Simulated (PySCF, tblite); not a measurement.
# C₃H₇F₃N+: a rotation path, then NMR shifts on frames

How do NMR shifts of C₃H₇F₃N+ (`C[C@H]([NH3+])C(F)(F)F`) change as the atoms move?

Programs: tblite 0.8.0 and PySCF 2.14.0, with density-fitted response routines of our own. Each step states its level of theory. These are calculated values for one molecule in the gas phase, unless marked as measured. Atoms are numbered from 0 throughout.

## (1) The molecule as given

14 atoms, charge 1, multiplicity 1; geometry from: GFN2-xTB.

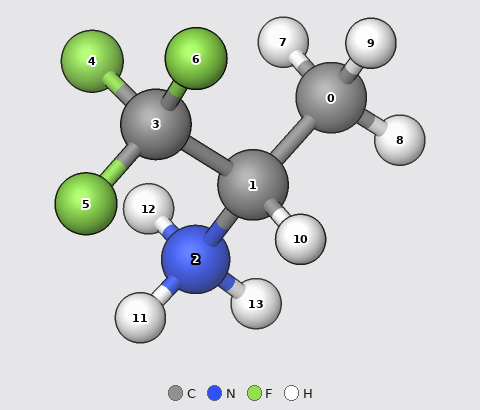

The starting geometry (carbon grey, nitrogen blue, fluorine green, hydrogen white), atoms numbered.

## (2) A band between two rotamers with GFN2-xTB

The job: settings as JSON, then the geometry in Å.

```
{"job": {"kind": "neb", "xc": "GFN2-xTB", "basis": "xTB", "atoms": [0, 1, 3, 6], "turn": 120}, "charge": 1, "multiplicity": 1}
C     -1.323143    -0.390771     0.510623
C      0.068623     0.203617     0.393307
N      0.116534     1.225406    -0.704019
C      1.108501    -0.885048     0.031352
F      0.790629    -1.434630    -1.145751
F      2.312014    -0.316228    -0.119977
F      1.183651    -1.823862     0.946977
H     -1.624982    -0.876304    -0.415546
H     -2.051180     0.372254     0.773118
H     -1.336060    -1.142635     1.297439
H      0.387321     0.670575     1.332185
H      1.065726     1.619380    -0.812291
H     -0.155163     0.785520    -1.599716
H     -0.543146     1.992252    -0.509867
```

With the program's defaults for keys left out, this is: GFN2-xTB climbing-image nudged elastic band, gas phase.

Run with:

```
> OMP_NUM_THREADS=1 python probes_run.py task.json out
```

This one command runs all jobs of the session in turn.

Standard output:

```text
image   E - E0 / eV
  0       0.0000
  1       0.0216
  2       0.0631
  3       0.0978
  4       0.1091
  5       0.0929
  6       0.0569
  7       0.0196
  8       0.0000
```

Wall time 2 s (1 thread of Arm Neoverse V1, shared host); peak memory 0.18 GiB.

The final band, with the dihedral C0–C1–C3–F6:

| image | dihedral (°) | energy (eV) | energy (kcal/mol) |
| --- | --- | --- | --- |
| 0 | -61 | 0.000 | 0.0 |
| 1 | -44 | 0.022 | 0.5 |
| 2 | -29 | 0.063 | 1.5 |
| 3 | -13 | 0.098 | 2.3 |
| 4 | 2 | 0.109 | 2.5 |
| 5 | 17 | 0.093 | 2.1 |
| 6 | 32 | 0.057 | 1.3 |
| 7 | 47 | 0.020 | 0.5 |
| 8 | 61 | 0.000 | 0.0 |

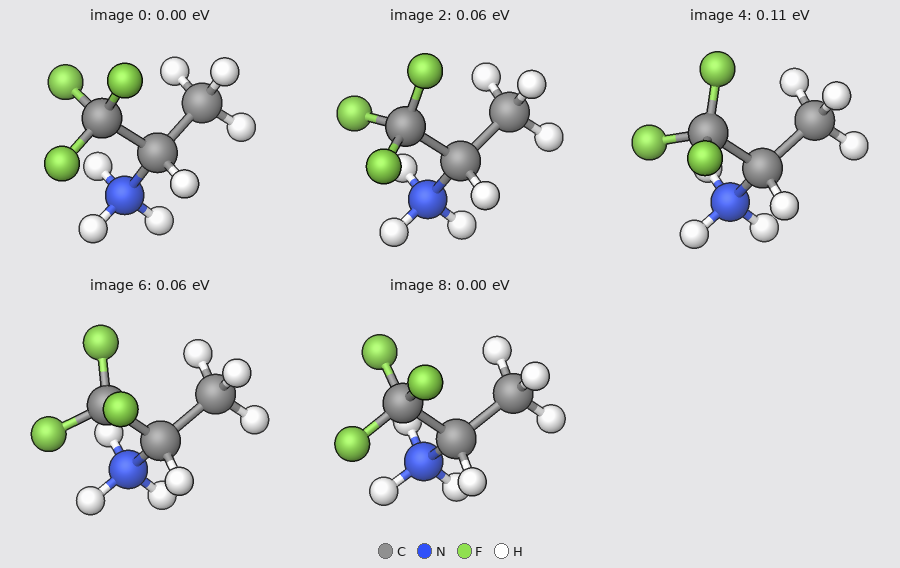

Images along the band.

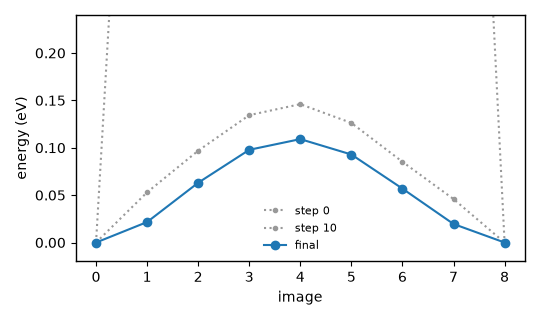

Energy along the band, early and final.

## (3) Nuclear shieldings: image 0, PBE0/pcSseg-1

The job: settings as JSON, then the geometry in Å.

```
{"job": {"kind": "nmr", "xc": "PBE0", "basis": "pcSseg-1", "pop": false}, "charge": 1, "multiplicity": 1}
C     -1.323100    -0.390800     0.510600
C      0.068600     0.203600     0.393300
N      0.116500     1.225400    -0.704000
C      1.108500    -0.885000     0.031400
F      0.790600    -1.434600    -1.145800
F      2.312000    -0.316200    -0.120000
F      1.183700    -1.823900     0.947000
H     -1.625000    -0.876300    -0.415500
H     -2.051200     0.372300     0.773100
H     -1.336100    -1.142600     1.297400
H      0.387300     0.670600     1.332200
H      1.065700     1.619400    -0.812300
H     -0.155200     0.785500    -1.599700
H     -0.543100     1.992300    -0.509900
```

Level: GIAO PBE0/pcSseg-1 NMR shielding, non-relativistic, gas phase.

Standard output:

```text
coarse grid: 11920 points
cycle   1  E = -471.8399279702  dE =  1.300e+00  |g| = 9.043e-01  |ddm| = 3.043e+00
cycle   2  E = -471.7128312512  dE =  1.271e-01  |g| = 1.333e+00  |ddm| = 1.298e+00
cycle   3  E = -471.9875155341  dE = -2.747e-01  |g| = 6.219e-02  |ddm| = 6.978e-01
cycle   4  E = -471.9880250548  dE = -5.095e-04  |g| = 3.597e-02  |ddm| = 7.504e-02
cycle   5  E = -471.9882831707  dE = -2.581e-04  |g| = 6.449e-03  |ddm| = 2.670e-02
cycle   6  E = -471.9882906146  dE = -7.444e-06  |g| = 1.790e-03  |ddm| = 4.749e-03
final grid: 117032 points
cycle   7  E = -472.0439043836  dE = -5.924e-05  |g| = 7.688e-03  |ddm| = 2.739e-02
cycle   8  E = -472.0438991030  dE =  5.281e-06  |g| = 9.648e-03  |ddm| = 1.150e-02
cycle   9  E = -472.0439175566  dE = -1.845e-05  |g| = 9.873e-04  |ddm| = 6.065e-03
cycle  10  E = -472.0439176935  dE = -1.369e-07  |g| = 2.529e-04  |ddm| = 7.441e-04
cycle  11  E = -472.0439177032  dE = -9.714e-09  |g| = 6.547e-05  |ddm| = 1.657e-04
cycle  12  E = -472.0439177039  dE = -7.672e-10  |g| = 1.791e-05  |ddm| = 5.102e-05
converged SCF energy = -472.0439177039

GIAO shielding tensors (ppm)
atom      isotropic    diamagn.    paramagn.     s11        s22        s33       span
  0 C      172.403     247.413     -75.010    159.933    166.605    190.670     30.736
  1 C      126.455     252.139    -125.684    108.333    128.330    142.703     34.369
  2 N      202.359     319.736    -117.377    188.364    195.246    223.466     35.102
  3 C       56.778     243.195    -186.417     49.338     59.175     61.821     12.483
  4 F      273.605     474.113    -200.508    192.857    285.554    342.405    149.548
  5 F      261.160     472.892    -211.732    173.536    265.515    344.428    170.891
  6 F      264.468     470.467    -205.999    193.175    273.177    327.053    133.878
  7 H       29.845      29.303       0.543     25.449     28.526     35.561     10.112
  8 H       29.912      28.655       1.257     25.201     27.093     37.442     12.241
  9 H       29.059      27.942       1.117     23.733     27.103     36.340     12.608
 10 H       27.469      30.548      -3.079     24.960     25.666     31.781      6.821
 11 H       25.849      27.792      -1.943     18.614     23.205     35.729     17.115
 12 H       26.390      29.209      -2.819     20.722     24.033     34.415     13.693
 13 H       26.656      27.954      -1.298     20.261     22.458     37.248     16.987
```

It took 18 s on 1 thread of Arm Neoverse V1, shared host; peak memory 0.72 GiB.

Shifts follow as δ = σ(reference) − σ, with reference shieldings (ppm) from runs at the same level and on the same kind of geometry: 1H TMS 31.72, 13C TMS 186.9, 19F CFCl3 170.9, 15N NH3 267.7. The references are single molecules in the gas phase, so shifts against H2O, NH3, PH3, H3PO4 or CFCl3 are not on the usual liquid scales and can be off by tens of ppm. Each atom is listed at this fixed geometry, with no averaging over motion; a spectrum would average atoms that exchange fast.

| atoms | environment | σ (ppm) | δ (ppm) |
| --- | --- | --- | --- |
| C3 | CF3 carbon | 56.8 | 130.1 |
| C1 | sp3 CH bonded to N | 126.5 | 60.5 |
| C0 | methyl carbon | 172.4 | 14.5 |
| H11 | hydrogen on an ammonium nitrogen | 25.85 | 5.87 |
| H12 | hydrogen on an ammonium nitrogen | 26.39 | 5.33 |
| H13 | hydrogen on an ammonium nitrogen | 26.66 | 5.06 |
| H10 | hydrogen on an sp3 CH bonded to N | 27.47 | 4.25 |
| H9 | hydrogen on a methyl carbon | 29.06 | 2.66 |
| H7 | hydrogen on a methyl carbon | 29.85 | 1.87 |
| H8 | hydrogen on a methyl carbon | 29.91 | 1.80 |
| N2 | ammonium nitrogen | 202.4 | 65.4 |
| F5 | fluorine of a CF3 group | 261.2 | -90.2 |
| F6 | fluorine of a CF3 group | 264.5 | -93.5 |
| F4 | fluorine of a CF3 group | 273.6 | -102.7 |

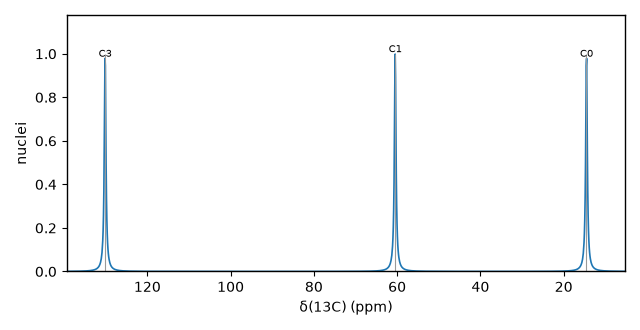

13C lines at the computed shifts, without couplings. Lines are broadened to a width of 0.46 ppm (Lorentzian).

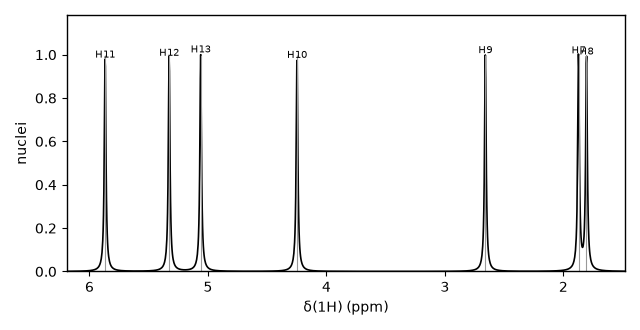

1H lines at the computed shifts, without couplings. Lines are broadened to a width of 0.02 ppm (Lorentzian).

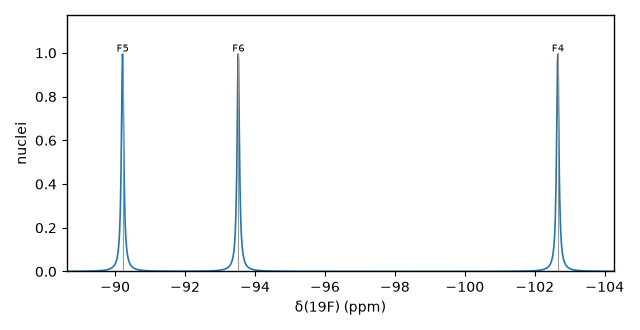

19F lines at the computed shifts, without couplings. Lines are broadened to a width of 0.08 ppm (Lorentzian).

The fields below are evaluated on a grid from the run's orbitals.

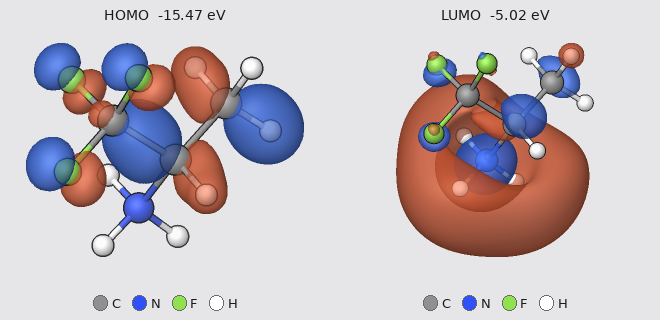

PBE0/pcSseg-1 orbitals near the gap, drawn at the value that encloses 70 % of each; the two colours are the two signs.

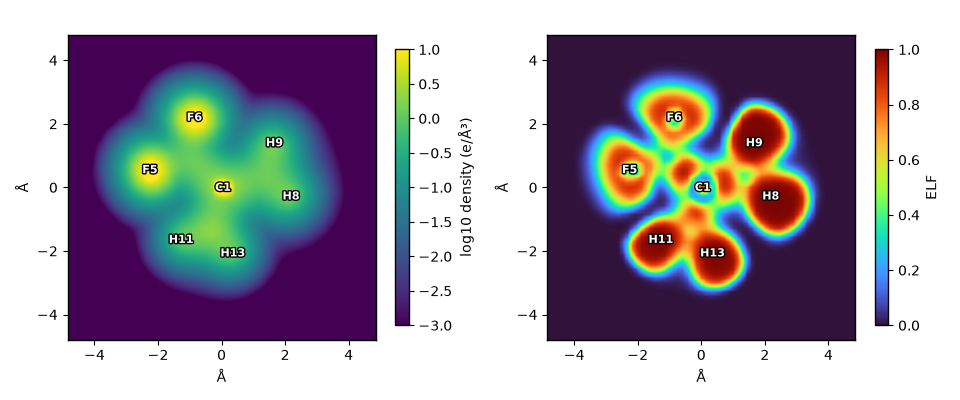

Density (left) and ELF (right) in a plane through or near 7 of the atoms.

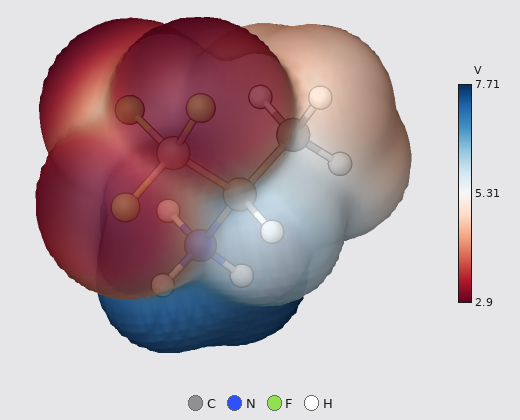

The potential that a unit positive charge feels on the 0.002 e/bohr³ surface, from the 1st to the 99th percentile, from 2.90 V near F6 to 7.71 V near H13.

## (4) NMR shieldings: image 2, PBE0/pcSseg-1

The job: settings as JSON, then the geometry in Å.

```
{"job": {"kind": "nmr", "xc": "PBE0", "basis": "pcSseg-1", "pop": false}, "charge": 1, "multiplicity": 1}
C     -1.299300    -0.371100     0.607400
C      0.077000     0.220800     0.359900
N      0.054900     1.183100    -0.792200
C      1.133800    -0.874800     0.025600
F      1.193600    -1.042600    -1.306800
F      2.341500    -0.481000     0.422600
F      0.852500    -2.035100     0.576000
H     -1.674600    -0.910700    -0.259700
H     -2.011100     0.399400     0.890400
H     -1.242400    -1.077800     1.433300
H      0.432600     0.755300     1.248200
H      0.992200     1.577800    -0.969500
H     -0.251100     0.700200    -1.653600
H     -0.600300     1.956100    -0.603800
```

Method: GIAO PBE0/pcSseg-1 NMR shielding, non-relativistic, gas phase.

Standard output:

```text
coarse grid: 11920 points
cycle   1  E = -471.8344675428  dE =  1.297e+00  |g| = 9.086e-01  |ddm| = 3.045e+00
cycle   2  E = -471.7039250539  dE =  1.305e-01  |g| = 1.344e+00  |ddm| = 1.317e+00
cycle   3  E = -471.9837328082  dE = -2.798e-01  |g| = 6.115e-02  |ddm| = 7.081e-01
cycle   4  E = -471.9842217017  dE = -4.889e-04  |g| = 3.616e-02  |ddm| = 7.565e-02
cycle   5  E = -471.9844843748  dE = -2.627e-04  |g| = 6.454e-03  |ddm| = 2.703e-02
cycle   6  E = -471.9844918489  dE = -7.474e-06  |g| = 1.806e-03  |ddm| = 4.691e-03
final grid: 117032 points
cycle   7  E = -472.0403389475  dE = -5.262e-05  |g| = 7.600e-03  |ddm| = 2.511e-02
cycle   8  E = -472.0403332655  dE =  5.682e-06  |g| = 9.701e-03  |ddm| = 1.117e-02
cycle   9  E = -472.0403516755  dE = -1.841e-05  |g| = 9.356e-04  |ddm| = 6.003e-03
cycle  10  E = -472.0403518019  dE = -1.265e-07  |g| = 2.320e-04  |ddm| = 6.898e-04
cycle  11  E = -472.0403518102  dE = -8.221e-09  |g| = 6.266e-05  |ddm| = 1.521e-04
cycle  12  E = -472.0403518109  dE = -7.211e-10  |g| = 1.595e-05  |ddm| = 4.988e-05
converged SCF energy = -472.0403518109

GIAO shielding tensors (ppm)
atom      isotropic    diamagn.    paramagn.     s11        s22        s33       span
  0 C      171.682     246.980     -75.298    157.785    169.373    187.888     30.103
  1 C      124.245     252.268    -128.023    106.904    124.712    141.120     34.217
  2 N      201.403     319.394    -117.991    187.843    197.986    218.380     30.537
  3 C       57.212     242.049    -184.836     48.708     56.897     66.032     17.324
  4 F      267.062     474.344    -207.282    187.240    277.413    336.533    149.293
  5 F      246.205     471.481    -225.276    170.408    235.979    332.229    161.821
  6 F      257.715     470.892    -213.178    192.009    264.230    316.905    124.896
  7 H       29.904      29.194       0.710     25.850     27.891     35.972     10.122
  8 H       29.912      28.549       1.363     25.157     27.126     37.452     12.295
  9 H       28.967      28.049       0.918     23.596     27.314     35.990     12.393
 10 H       27.351      30.693      -3.342     25.099     25.609     31.347      6.248
 11 H       26.110      27.790      -1.680     19.371     22.911     36.048     16.677
 12 H       26.197      29.162      -2.965     20.521     23.862     34.209     13.688
 13 H       26.636      27.852      -1.216     20.189     22.425     37.294     17.105
```

Run time: 13 s. Hardware: 1 thread of Arm Neoverse V1, shared host; peak memory 0.74 GiB.

Key values: δ C3 129.7, C1 62.7, C0 15.2, N2 66.3, H11 5.61, H12 5.52 ppm.

(Part 1 of 2 ends here.)
